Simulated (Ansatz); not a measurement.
Molecular dynamics of C$_{3}$H$_{6}$BN (part 3 of 3)

The same run, continued: C$_{3}$H$_{6}$BN; RKS PBE0-D4/def2-SVP (Ansatz 0.2.0). It belongs to a series of runs on one base structure; here: dynamics from the highest image of the converged band.

Geometry of the input (Å):
```
B  -1.1949  -1.0662  2.3362
N  -1.0465  -0.5680  1.0413
C  -0.0684  -0.1150  0.2857
C  0.4964  0.3463  -0.7210
C  1.2195  0.8873  -1.8587
H  -2.2934  -1.4100  2.7107
H  -0.2241  -1.1469  3.0658
H  -1.1102  -0.0937  -0.3487
H  1.1943  0.2058  -2.7240
H  2.2780  1.0415  -1.5916
H  0.8146  1.8620  -2.1752
```

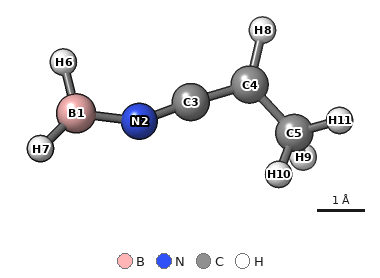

The geometry at step 100 of the log (ball-and-stick view, seen at a tilt; atoms are numbered from 1 in the order of the input).

Output, continued
```
Atom 9 at     1.731817     0.727714    -0.198340 Å, force     0.282940     0.475116     0.311774 eV/Å
Atom 10 at     1.769493     1.596033    -1.724183 Å, force    -0.479314     0.900381    -0.342719 eV/Å
Dipole moment:     0.139466     0.194728    -0.347898 e Å
```

Trajectory as extended XYZ (Å, eV, eV/Å), 19 of the 201 frames kept, from step=0 to step=200
```
11
Properties=species:S:1:pos:R:3:forces:R:3 step=0 time_fs=0.0 energy=-5359.98704 temperature=300.0
B    -1.1949   -1.0662    2.3362   -0.0004   0.0013  -0.0013
N    -1.0465   -0.5680    1.0413   -0.0073  -0.0030   0.0000
C    -0.0684   -0.1150    0.2857    0.0162  -0.0042   0.0068
C     0.4964    0.3463   -0.7210   -0.0082  -0.0001   0.0018
C     1.2195    0.8873   -1.8587    0.0023   0.0021  -0.0011
H    -2.2934   -1.4100    2.7107    0.0010   0.0005   0.0002
H    -0.2241   -1.1469    3.0658    0.0000   0.0012  -0.0009
H    -1.1102   -0.0937   -0.3487   -0.0019   0.0008  -0.0029
H     1.1943    0.2058   -2.7240   -0.0042   0.0017  -0.0013
H     2.2780    1.0415   -1.5916   -0.0010   0.0010   0.0035
H     0.8146    1.8620   -2.1752    0.0036  -0.0013  -0.0047
11
Properties=species:S:1:pos:R:3:forces:R:3 step=11 time_fs=5.5 energy=-5360.15000 temperature=441.7
B    -1.1994   -1.1113    2.3395   -0.1136   1.0794   0.3097
N    -1.0561   -0.5615    1.0501    1.6776   0.1592   0.0672
C    -0.0698   -0.0932    0.2877   -2.5605  -1.4870   2.1505
C     0.5179    0.3561   -0.7246   -1.0117  -0.6684   0.5258
C     1.2109    0.8749   -1.8540    0.3068   0.4953  -1.5909
H    -2.3303   -1.3214    2.8014    0.4682  -0.2191  -0.4982
H    -0.2573   -1.1273    3.1249   -0.0145  -0.3116  -0.2188
H    -0.9418    0.0070   -0.5501    1.3863   0.7640  -1.4784
H     1.2462    0.2107   -2.7399   -0.4069  -0.2130   0.2160
H     2.2894    1.0577   -1.7050   -0.1849   0.3082   0.5480
H     0.6971    1.7960   -2.1896    0.4531   0.0929  -0.0307
11
Properties=species:S:1:pos:R:3:forces:R:3 step=22 time_fs=11.0 energy=-5361.81449 temperature=1868.4
B    -1.2047   -1.1291    2.3475    0.1287   1.2972  -0.5396
N    -1.0318   -0.5510    1.0589    1.7974  -0.0705   0.8393
C    -0.1217   -0.1030    0.3359    0.2262  -0.3682   0.1182
C     0.5110    0.3501   -0.7152   -1.1419  -0.6892   1.2495
C     1.2120    0.8727   -1.8799    1.8020   0.5395   0.0032
H    -2.2917   -1.2981    2.7797   -0.7161  -0.4737  -0.0670
H    -0.2847   -1.1883    3.1285    0.2654  -0.2318  -0.1875
H    -0.4585    0.2942   -1.1307   -2.5461  -0.1248  -1.2829
H     1.2019    0.1555   -2.7145    0.0074  -0.1003   0.0519
H     2.2589    1.1476   -1.6891    0.0954   0.0239  -0.0480
H     0.6843    1.7714   -2.2192    0.0815   0.1979  -0.1371
11
Properties=species:S:1:pos:R:3:forces:R:3 step=33 time_fs=16.5 energy=-5360.37493 temperature=635.5
B    -1.2114   -1.1160    2.3462   -1.0891  -0.2462   0.4920
N    -0.9842   -0.5491    1.0980   -1.5790  -1.6186   3.8574
C    -0.1640   -0.1137    0.3680    2.7442   2.0722  -5.1705
C     0.4506    0.3291   -0.6966   -2.3475   1.1173  -4.2336
C     1.2514    0.8841   -1.9077    1.0781   0.2394   1.5090
H    -2.3647   -1.3867    2.7100    0.6218   0.0591  -0.2650
H    -0.2571   -1.3127    3.0799   -0.1724   0.0787  -0.1145
H    -0.2648    0.5460   -1.8048   -0.9177  -1.5734   4.2807
H     1.1719    0.0825   -2.6710    0.8309   0.4607  -0.0374
H     2.2675    1.2408   -1.6741    0.4468  -0.3893  -0.2722
H     0.7215    1.7887   -2.2858    0.3839  -0.1999  -0.0461
11
Properties=species:S:1:pos:R:3:forces:R:3 step=44 time_fs=22.0 energy=-5361.98238 temperature=2012.3
B    -1.2411   -1.1099    2.3601   -0.0120  -1.6843   1.7639
N    -0.9467   -0.5654    1.1884    3.5511   2.7853  -4.4470
C    -0.1661   -0.0939    0.3162   -2.3855  -1.8750   3.5419
C     0.3421    0.3345   -0.7741    3.4991   1.7214  -1.9393
C     1.3237    0.9019   -1.9009    0.3771  -0.4974   1.6249
H    -2.3419   -1.4785    2.5902   -0.6158  -0.0267   0.3278
H    -0.2672   -1.4181    3.0136   -0.2198   0.2051   0.4943
H    -0.3891    0.4057   -1.4699   -4.0172  -0.1903  -1.8490
H     1.3325    0.1028   -2.6493    0.1932  -0.0432  -0.1959
H     2.3654    1.2264   -1.7161   -0.1966  -0.3825   0.5553
H     0.8288    1.7686   -2.3595   -0.1735  -0.0125   0.1232
11
Properties=species:S:1:pos:R:3:forces:R:3 step=56 time_fs=28.0 energy=-5361.37520 temperature=1495.0
B    -1.2777   -1.1467    2.4129    0.3109  -0.5292  -1.2654
N    -0.8451   -0.5367    1.2182   -0.4270  -0.5108   1.6853
C    -0.2001   -0.0996    0.3058    2.8013   1.8492  -4.1441
C     0.2526    0.3779   -0.9275   -4.3600  -1.8213   3.2182
C     1.3997    0.9037   -1.8568   -2.1882  -1.2460  -0.8991
H    -2.4290   -1.5598    2.5361    0.4023   0.4760   0.0716
H    -0.3416   -1.4756    3.1003   -0.2382   0.1579   0.5719
H    -1.1170    0.1560   -1.1385    4.0697   1.2889  -1.1990
H     1.5815    0.1429   -2.6644   -0.3817   0.2036   0.4517
H     2.4413    1.1166   -1.5633   -0.5659   0.2141   1.1132
H     0.9393    1.7511   -2.4169    0.5767  -0.0825   0.3958
11
Properties=species:S:1:pos:R:3:forces:R:3 step=67 time_fs=33.5 energy=-5362.60933 temperature=2543.5
B    -1.2981   -1.1959    2.4358    1.8784   0.9943  -1.7573
N    -0.7457   -0.5092    1.2560    0.4232  -0.3048  -0.2561
C    -0.1835   -0.0772    0.2345   -0.1943  -0.4742   1.5451
C     0.0932    0.3854   -1.0078    3.8589  -0.2144   2.3246
C     1.4231    0.8755   -1.8206   -1.9208  -0.6245   1.8100
H    -2.4566   -1.5234    2.5147   -0.0285   0.2070  -0.2317
H    -0.4866   -1.4754    3.3256   -0.4342   0.2450  -0.4008
H    -0.9067    0.2566   -1.2433   -2.4394   0.4414  -2.8185
H     1.7212    0.1779   -2.6042   -0.0530  -0.6447   0.0218
H     2.3196    1.0514   -1.1490   -1.1595  -0.0819  -0.4900
H     1.1456    1.7693   -2.3860    0.0692   0.4567   0.2531
11
Properties=species:S:1:pos:R:3:forces:R:3 step=78 time_fs=39.0 energy=-5361.99095 temperature=2023.6
B    -1.2740   -1.2194    2.4118    1.0092   1.9878  -1.6370
N    -0.6411   -0.4899    1.2932    0.6820  -0.0620  -2.0085
C    -0.1719   -0.0619    0.1865   -3.1791  -1.6909   3.6570
C    -0.0093    0.3838   -1.0415   -0.0641   1.4204  -5.2631
C     1.3982    0.8326   -1.7515   -1.8451  -0.0632   1.6328
H    -2.4734   -1.4211    2.4230    0.1736  -0.0025  -0.5513
H    -0.7232   -1.4175    3.4700    0.4768  -0.0795  -0.3203
H    -0.9683    0.5200   -1.9886    2.5279  -0.7721   3.7072
H     1.8245    0.0939   -2.4810   -0.3572   0.2513   0.8020
H     1.9575    0.9711   -0.8199    1.1231  -0.1461  -0.4381
H     1.3854    1.8426   -2.2554   -0.5470  -0.8431   0.4194
11
Properties=species:S:1:pos:R:3:forces:R:3 step=89 time_fs=44.5 energy=-5362.55076 temperature=2493.5
B    -1.2221   -1.1922    2.3470   -0.0374   1.6522  -0.4305
N    -0.5257   -0.4749    1.2979   -0.8365  -1.2217   0.8506
C    -0.2258   -0.0762    0.1993   -1.0160   1.6735  -5.2556
C    -0.0812    0.4071   -1.1531    1.3157  -0.6930   2.4902
C     1.3324    0.7853   -1.6329   -0.1312  -0.5259   3.0435
H    -2.4384   -1.3211    2.1880    0.5758  -0.1498  -0.3272
H    -0.8496   -1.3726    3.4979    0.5553  -0.1176  -0.6511
H    -0.7526    0.5951   -2.0384   -0.7339  -0.8094   1.8105
H     1.8524    0.0199   -2.2081   -0.0308  -0.2472  -0.4368
H     1.8355    0.8507   -0.6466    0.7881  -0.0020  -0.5086
H     1.4787    1.7739   -2.0514   -0.4490   0.4409  -0.5851
11
Properties=species:S:1:pos:R:3:forces:R:3 step=100 time_fs=50.0 energy=-5362.61330 temperature=2555.3
B    -1.1685   -1.1225    2.2685   -0.2858   0.4066  -0.0216
N    -0.4210   -0.4765    1.3005    0.2307   1.3042  -4.2430
C    -0.3099   -0.0629    0.1205   -0.4297   0.0095  -0.1649
C    -0.0965    0.4076   -1.1762   -4.5092  -1.2562   2.2375
C     1.2673    0.7303   -1.4578    3.4624   0.5911  -1.1999
H    -2.2862   -1.2669    1.8633   -0.4325  -0.3392   0.2897
H    -0.8192   -1.3645    3.3793    0.3592  -0.1826   0.2187
H    -1.0362    0.5539   -2.0255    2.8172  -0.6429   2.8450
H     1.8308   -0.0685   -2.0107   -0.6042   0.4574  -0.4888
H     1.9244    0.7362   -0.5745   -0.3937   0.3277   0.4491
H     1.4414    1.7220   -1.9556   -0.2145  -0.6755   0.0782
11
Properties=species:S:1:pos:R:3:forces:R:3 step=111 time_fs=55.5 energy=-5362.61420 temperature=2552.2
B    -1.1231   -1.0421    2.1881   -0.2493  -0.8080  -0.2505
N    -0.3166   -0.4566    1.2282   -1.0290   1.1747  -2.9898
C    -0.4052   -0.0507    0.0406    0.1615  -2.4158   6.9295
C    -0.1568    0.3759   -1.1122   -2.5042   1.1255  -3.6736
C     1.2698    0.6833   -1.2996    0.9004  -0.1278  -1.8135
H    -2.2032   -1.2945    1.6376    0.0784  -0.0117   1.1301
H    -0.6989   -1.3947    3.2750   -0.2557   0.2246  -0.2190
H    -1.1298    0.4466   -1.8156    2.7798   0.0509   1.0377
H     1.6912   -0.0842   -1.9573    0.3020  -0.2675  -0.1895
H     1.9233    0.7030   -0.4146   -0.5436   0.1545   0.1754
H     1.3598    1.5895   -1.8784    0.3598   0.9005  -0.1368
11
Properties=species:S:1:pos:R:3:forces:R:3 step=122 time_fs=61.0 energy=-5361.63955 temperature=1716.7
B    -1.0796   -0.9807    2.1027    1.2649  -1.0488   0.3042
N    -0.2313   -0.4228    1.1214   -0.9270  -3.6053  10.3984
C    -0.4951   -0.0766    0.0723   -0.1161   2.0946  -5.6204
C    -0.2221    0.3604   -1.0707   -1.8271   1.5786  -5.3168
C     1.2954    0.6398   -1.1910   -1.8657   0.7669  -2.6770
H    -2.1403   -1.3317    1.6864   -0.6160   0.1937   0.2603
H    -0.6288   -1.3706    3.1424   -0.0446   0.2691   0.3493
H    -1.1607    0.3804   -1.8323    2.9074   0.2668   1.2249
H     1.6161   -0.1306   -1.9279    0.7681   0.0929   0.7976
H     1.7846    0.7074   -0.2065    0.0409  -0.2681  -0.4244
H     1.3635    1.5937   -1.7814    0.4152  -0.3404   0.7039
11
Properties=species:S:1:pos:R:3:forces:R:3 step=133 time_fs=66.5 energy=-5361.62681 temperature=1706.3
B    -1.0170   -0.9528    2.0338   -2.1497  -2.8468   4.3220
N    -0.1695   -0.4383    1.1599   -1.2489   1.3414  -2.8917
C    -0.5761   -0.0763    0.0386    2.7466  -0.3508   1.7622
C    -0.2684    0.3792   -1.1095   -1.7453   0.9067  -4.9949
C     1.2807    0.6102   -1.1367   -1.5073   0.2256  -0.4300
H    -2.1877   -1.3013    1.8328    0.4472   0.5270  -0.2043
H    -0.5749   -1.2765    3.1016    0.0425   0.0161   0.4636
H    -1.1070    0.4189   -2.0374    2.8310   0.1003   2.5598
H     1.7445   -0.1837   -1.7327    0.2608  -0.0180   0.0329
H     1.6419    0.6436   -0.1017    0.1153  -0.2840  -0.1590
H     1.4810    1.5892   -1.5601    0.2078   0.3826  -0.4608
11
Properties=species:S:1:pos:R:3:forces:R:3 step=144 time_fs=72.0 energy=-5361.59004 temperature=1669.6
B    -0.9964   -0.9906    2.0687   -0.0311  -0.6623   3.5281
N    -0.1347   -0.4387    1.1698   -3.1768   1.3489  -4.7283
C    -0.5976   -0.0729    0.0131    3.5067  -0.0363   0.6928
C    -0.3123    0.4122   -1.1961    0.5332  -0.3736  -1.0563
C     1.2352    0.5900   -1.0998    1.1946   0.5147   0.3758
H    -2.1689   -1.1506    1.9244   -0.3593  -0.1432  -0.3565
H    -0.5159   -1.1817    3.1764   -0.1824  -0.3178  -0.1278
H    -0.7748    0.5356   -2.2580    0.2454  -0.3047   2.4866
H     1.9173   -0.2077   -1.5057   -1.0027   0.3272  -0.5661
H     1.5234    0.5148   -0.0432   -0.0709   0.3409  -0.0291
H     1.6340    1.5984   -1.4085   -0.6567  -0.6938  -0.2190
11
Properties=species:S:1:pos:R:3:forces:R:3 step=156 time_fs=78.0 energy=-5361.38854 temperature=1500.9
B    -0.9822   -1.0492    2.1985    0.7618   2.3125  -2.0481
N    -0.1683   -0.4155    1.0912   -3.4423  -2.2975   3.6584
C    -0.5341   -0.0665   -0.0086    0.2155   1.3785  -4.4022
C    -0.3111    0.4345   -1.2606    0.2241  -0.5300  -0.1963
C     1.2067    0.5783   -1.0506    0.7137   0.0651  -0.1260
H    -2.1895   -1.0228    1.9373    0.5921  -0.5653   0.3843
H    -0.4821   -1.1825    3.2676    0.2087  -0.4797   0.2458
H    -0.7325    0.6179   -2.3893    0.4048  -0.7116   3.5979
H     1.8602   -0.1961   -1.4520   -0.1473  -0.5796  -0.7801
H     1.3963    0.4778    0.0100    0.5114   0.4758   0.1495
H     1.6463    1.5171   -1.3473   -0.0426   0.9318  -0.4834
11
Properties=species:S:1:pos:R:3:forces:R:3 step=167 time_fs=83.5 energy=-5361.77134 temperature=1827.1
B    -0.9436   -1.0468    2.2770    1.3556   1.8285  -2.3596
N    -0.2749   -0.4326    1.0696   -2.5389  -1.0582   0.7379
C    -0.4630   -0.0375   -0.1030   -1.9041  -2.3030   5.4880
C    -0.2743    0.4318   -1.2655   -0.9104   1.3748  -3.6709
C     1.2079    0.5748   -1.0150    2.1744   1.1837  -2.5190
H    -2.1164   -1.0622    2.0371   -0.4004  -0.4728   0.4701
H    -0.4161   -1.3084    3.3667   -0.0194   0.1200  -0.9304
H    -0.9134    0.6460   -2.2528    1.6498  -0.5837   2.6376
H     1.7125   -0.2614   -1.5767    0.2090   0.6799   0.6555
H     1.4091    0.5723    0.0644    0.5457  -0.1090  -0.5642
H     1.5905    1.5655   -1.3952   -0.1614  -0.6602   0.0550
11
Properties=species:S:1:pos:R:3:forces:R:3 step=178 time_fs=89.0 energy=-5362.26186 temperature=2249.1
B    -0.8786   -0.9983    2.2928   -1.3620  -0.3379  -1.3191
N    -0.4308   -0.4723    1.0681   -0.3940   0.2453  -0.9703
C    -0.4374   -0.0535   -0.0948   -2.4738  -1.3937   3.3350
C    -0.2250    0.4429   -1.2746   -2.2089   0.2544  -0.4271
C     1.2521    0.5969   -1.0334    0.5833   1.0989  -2.4016
H    -2.0965   -1.2271    2.2699    0.4133   0.2193   0.1741
H    -0.3203   -1.4117    3.2653    0.8062   0.3699   0.0083
H    -1.0280    0.6554   -2.1525    2.5418  -0.4596   2.1721
H     1.6637   -0.2243   -1.5934    1.3434  -0.4405  -0.1513
H     1.5647    0.6441    0.0088   -0.0300  -0.2723   0.0650
H     1.5304    1.5412   -1.4711    0.7806   0.7162  -0.4852
11
Properties=species:S:1:pos:R:3:forces:R:3 step=189 time_fs=94.5 energy=-5362.73157 temperature=2653.9
B    -0.8412   -0.9604    2.2840   -1.2720  -2.6484   2.9821
N    -0.5985   -0.5125    1.0595    0.0812  -0.4406   1.6653
C    -0.4669   -0.0973   -0.0209   -0.3434   2.6404  -6.5468
C    -0.1702    0.4486   -1.2517   -2.2949  -1.2628   3.1029
C     1.3183    0.6449   -1.1146    1.5998   0.3618  -2.2298
H    -1.9965   -1.3339    2.5440    0.3692   0.5957  -0.1480
H    -0.0381   -1.3962    3.1089    0.1586   0.7780  -0.4631
H    -1.0612    0.6929   -2.0123    2.6776  -0.4445   1.5084
H     1.9016   -0.2032   -1.5930   -0.4298   0.7678   0.0814
H     1.7098    0.6553   -0.0725   -0.5730   0.2336  -0.3352
H     1.6370    1.5965   -1.6221    0.0268  -0.5810   0.3827
11
Properties=species:S:1:pos:R:3:forces:R:3 step=200 time_fs=100.0 energy=-5362.99154 temperature=2880.5
B    -0.8292   -0.9825    2.3376    1.3716  -0.9040   0.8854
N    -0.7631   -0.5538    1.0629    0.4431   1.2224  -2.9490
C    -0.5146   -0.0996   -0.0506   -1.6562  -2.0221   4.8548
C    -0.1096    0.4216   -1.1291   -0.0614   2.6175  -6.0064
C     1.4111    0.7002   -1.2425   -0.7736  -0.4949   1.1853
H    -1.8483   -1.3082    2.8191   -0.7519  -0.0592   0.4862
H     0.2875   -1.1847    2.8538   -0.7516   0.2524   0.0066
H    -0.9681    0.7480   -1.9901    2.6658  -0.9835   2.3581
H     2.0814   -0.0661   -1.6111   -0.2894  -1.0041  -0.7900
H     1.7318    0.7277   -0.1983    0.2829   0.4751   0.3118
H     1.7695    1.5960   -1.7242   -0.4793   0.9004  -0.3427
```

Summary

```json
{"quantity": "outcome", "value": "finished"}
{"quantity": "mean temperature over the second half", "value": "1760 K"}
{"quantity": "trajectory", "value": "200 steps, 100 fs"}
{"quantity": "ensemble", "value": "nve"}
{"quantity": "temperature in the input", "value": "300.0 K"}
{"quantity": "time step", "value": "0.5 fs"}
{"quantity": "potential energy (last step)", "value": "−5362.9916 eV"}
{"quantity": "mean-field energy (last step)", "value": "−5362.8410 eV"}
{"quantity": "largest force (length of the vector) (last step)", "value": "6.552 eV/Å"}
{"quantity": "wall time", "value": "7.5 min (CPU time 15 min)"}
{"quantity": "peak memory", "value": "0.2 GiB"}
```

So short a trajectory is not equilibrated.
